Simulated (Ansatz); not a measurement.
# AsH5OSi: small, medium and large basis sets

How large a basis does AsH5OSi need? Two functionals are run in growing sets.

Method: one geometry, several basis sets; program: Ansatz 0.2.0, Gaussian basis.

Levels to be run: PBE0-D4/def2-SVP; ωB97M-V/def2-SVP; PBE0-D4/def2-QZVPP; ωB97M-V/def2-QZVPP; the functionals' def2-TZVPP values are taken from earlier runs.

### Step 1. Structure used throughout

The geometry comes from an earlier relaxation with PBE0-D4 in a triple-zeta def2 set; it is a stationary point, not always the lowest conformer.

SMILES `[SiH3]O[AsH2]`, 8 atoms, charge 0, spin multiplicity 1.

Atoms are counted from 1 here; the program's logs count them from 0.

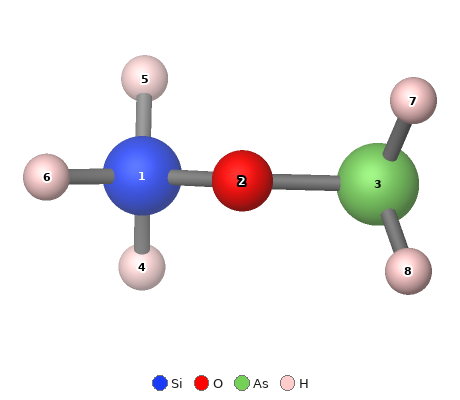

The structure; silicon blue, oxygen red, arsenic green, hydrogen pink; atoms are numbered from 1 in the order of the file.

Geometry (Å):

```mol
AsH5OSi
  3D, bonds by distance, orders not assigned

  8  7  0  0  0  0  0  0  0  0999 V2000
   -0.6351    1.0960   -0.3760 Si  0  0
   -0.0209   -0.1190    0.5457 O   0  0
    0.9710   -1.4921   -0.0545 As  0  0
   -1.5252    0.5630   -1.4438 H   0  0
    0.4508    1.8795   -1.0265 H   0  0
   -1.4108    1.9737    0.5325 H   0  0
    2.0389   -1.3906    1.0340 H   0  0
    0.2236   -2.5676    0.7327 H   0  0
  1  2  8  0
  2  3  8  0
  1  4  8  0
  1  5  8  0
  1  6  8  0
  3  7  8  0
  3  8  8  0
M  END
```

### Step 2. PBE0-D4 in def2-SVP

Input file in.yaml:

```yaml
crystal:
  periodic: [false, false, false]
  atoms:
    - {symbol: Si, position_ang: [-0.635114, 1.096008, -0.375990]}
    - {symbol: O, position_ang: [-0.020916, -0.118964, 0.545659]}
    - {symbol: As, position_ang: [0.970984, -1.492123, -0.054477]}
    - {symbol: H, position_ang: [-1.525239, 0.562995, -1.443780]}
    - {symbol: H, position_ang: [0.450837, 1.879548, -1.026522]}
    - {symbol: H, position_ang: [-1.410850, 1.973663, 0.532512]}
    - {symbol: H, position_ang: [2.038908, -1.390600, 1.033953]}
    - {symbol: H, position_ang: [0.223591, -2.567625, 0.732746]}
basis:
  gaussian: {orbitals: def2-SVP}
hamiltonian: {xc: pbe0, dispersion: d4}
output: {orbitals: {seedname: orbitals}}
```

Command:

```bash
ansatz run in.yaml --threads 2 --pin off --events-out ev --progress --plain --max-ram 4352MiB
```

After this run come: ωB97M-V in def2-SVP; PBE0-D4 in def2-QZVPP; ωB97M-V in def2-QZVPP.

Q: Predict the results of all the runs planned. Wanted: PBE0-D4: double and triple zeta above quadruple; ωB97M-V: double and triple zeta above quadruple.

As calculated:

```
                                       quantity           value
PBE0-D4: double and triple zeta above quadruple  14.83, 1.74 eV
ωB97M-V: double and triple zeta above quadruple  14.84, 1.67 eV
```

**Reading.** For PBE0-D4 the step from double to triple zeta gains 13.09 eV and the next only 1.74 eV. These are total energies; as a rule much of such shifts cancels in differences, which this series doesn't test. The LUMO of ωB97M-V is positive and keeps falling with the basis (1.46 to 0.76 eV): an unbound level that the basis holds in place.
